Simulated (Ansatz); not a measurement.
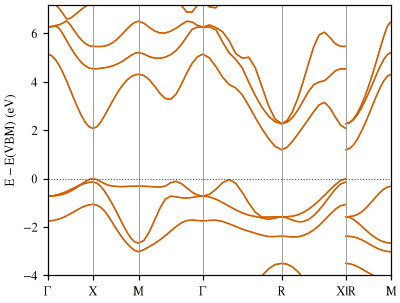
Fig. 1. Band structure from the program Ansatz at the r²SCAN+D4 with spin–orbit coupling level (PAW)

Question: Read off the gap and where the band edges lie.

Answer: About 1.2 eV (1.20 eV by a search for the band edges); maximum at X, minimum at R.

The material is TlI (CsCl type, Pm-3m).

The first step of the workflow began from a Materials Project structure, measured or hypothetical; the Crystallography Open Database files this formula in space group No. 221, but the cells were not matched. Whether it is the stable phase at ambient conditions was not checked. Symmetry was held in the r²SCAN+D4 relaxation; whether a distortion lowers the energy is not shown.

Potentials: the later of the program's two PAW sets.
